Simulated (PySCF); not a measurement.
# B3LYP/STO-3G run of CH4Si (SMILES C[SiH])

Aim: the vertical singlet–triplet gap of CH4Si at B3LYP/STO-3G, from 2 runs. 

Program for the calculation: PySCF 2.14.0.

5 further runs of the same task are left out: 5 set aside as unsound or not needed.

### Step 1. The structure to begin with

CH4Si has 6 atoms, charge 0, and is taken as a singlet. SMILES: `C[SiH]`. Geometry: relaxed at PBE0-D4/def2-TZVP.

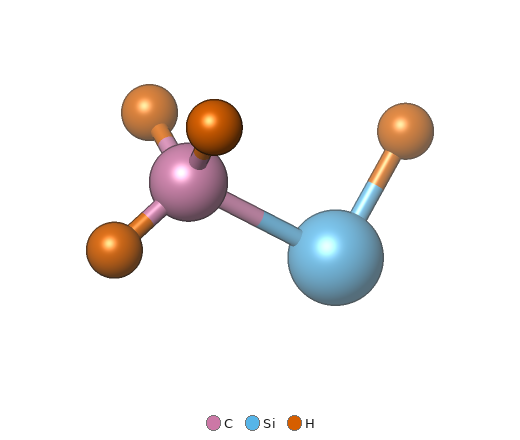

The structure, seen from a chosen angle (carbon pink, silicon blue, hydrogen orange).

### Step 2. The energy at B3LYP/STO-3G

File mol.xyz:

```xyz
6

C     -0.093500    -0.366000    -0.370300
Si     0.917300     0.209800     1.122300
H     -1.156900    -0.410100    -0.102200
H      0.215000    -1.335600    -0.763000
H     -0.024000     0.382000    -1.170800
H      0.142200     1.520000     1.284000
```

File run.py:

```python
# C[SiH]
from pyscf import gto, dft

mol = gto.Mole()
mol.atom = 'mol.xyz'
mol.verbose = 3
mol.max_memory = 1860
mol.basis = 'sto-3g'
mol.build()

myscf = dft.RKS(mol)
myscf.xc = 'b3lyp'
myscf.conv_tol = 1e-10
myscf.grids.level = 5
myscf.kernel()
if not myscf.converged:
    myscf = myscf.newton().run(myscf.mo_coeff, myscf.mo_occ)

e_tot = myscf.e_tot
print('E = %.10f Eh' % e_tot)
```

Launch:

```bash
OMP_NUM_THREADS=1 python run.py
```

The log of the run:

```text
converged SCF energy = -326.097007453095
E = -326.0970074531 Eh
```

Run time: 2.8 s. Hardware: 1 thread of Arm Neoverse V1, shared host; peak memory 0.2 GiB.

### Step 3. The triplet

File job.py:

```python
from pyscf import gto, dft

system = gto.M(
    atom='''
C     -0.176689    -0.691640    -0.699766
Si     1.733446     0.396465     2.120840
H     -2.186224    -0.774977    -0.193130
H      0.406291    -2.523918    -1.441861
H     -0.045353     0.721875    -2.212491
H      0.268719     2.872384     2.426408
''',
    unit='bohr',
    charge=0,
    verbose=3,
    spin=2,
    basis='sto-3g',
    max_memory=1860,
)

mf = dft.UKS(system, xc='b3lyp')
mf.grids.level = 5
mf.conv_tol = 1e-10
mf.kernel()
if not mf.converged:
    mf = mf.newton().run(mf.mo_coeff, mf.mo_occ)

e_final = mf.e_tot
print('Final energy', e_final)
```

Launch:

```bash
OMP_NUM_THREADS=1 python job.py
```

The log of the run:

```text
WARN: HOMO -0.0314058878376787 >= LUMO -0.182540718644647

converged SCF energy = -326.02718693922  <S^2> = 2.0003377  2S+1 = 3.0002251
Final energy -326.0271869392201
```

It took 5.1 s on 1 thread of Arm Neoverse V1, shared host; peak memory 0.2 GiB.

### Step 4. Outcome

At B3LYP/STO-3G:

| quantity | value |
| --- | --- |
| singlet: total energy | -326.09701 Eh |
| singlet: dipole moment | 0.09 D |
| singlet: HOMO energy | -3.06 eV |
| singlet: LUMO energy | 1.31 eV |
| singlet: HOMO–LUMO gap | 4.36 eV |
| triplet: total energy | -326.02719 Eh |
| triplet: dipole moment | 1.16 D |
| triplet: HOMO energy (highest over α and β) | -1.06 eV |
| triplet: LUMO energy (lowest over α and β) | -0.56 eV |
| triplet: ⟨S²⟩ | 2.000 |
| vertical energy of the triplet above the singlet | 1.900 eV |

**Reading.** At this shape the triplet lies 1.90 eV (183 kJ/mol) above the singlet. In a minimal basis such a difference can be off by several eV, whatever the method. Mulliken charges (triplet) run from -0.37 on C1 to +0.33 on Si2; they depend strongly on the basis.
